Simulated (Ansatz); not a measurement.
The starting structures come from a database of crystals and need not be the phases stable at ambient conditions.

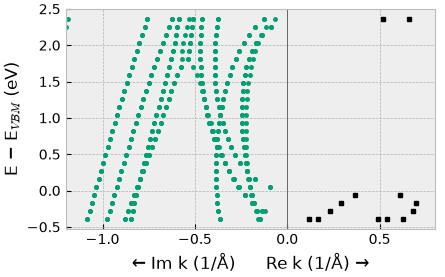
Complex bands at the centre of the two-dimensional zone; r2SCAN (Ansatz, a quantum-chemistry and plane-wave program)

The gap is the functional's own, uncorrected, and κ follows it; spin-orbit coupling is left out. Mid-gap values are interpolated between the computed energies.

Q: This is S (P3_221, not sure to be the ambient phase, 9 atoms a cell, 23.4 Å³ an atom) along the normal of (001). Read off the slowest decay at the centre of the two-dimensional zone at 1.04 eV, the computed energy nearest the middle of the gap.

A: κ ≈ 0.22 1/Å, a decay length 1/(2κ) of the density of 2.2 Å.
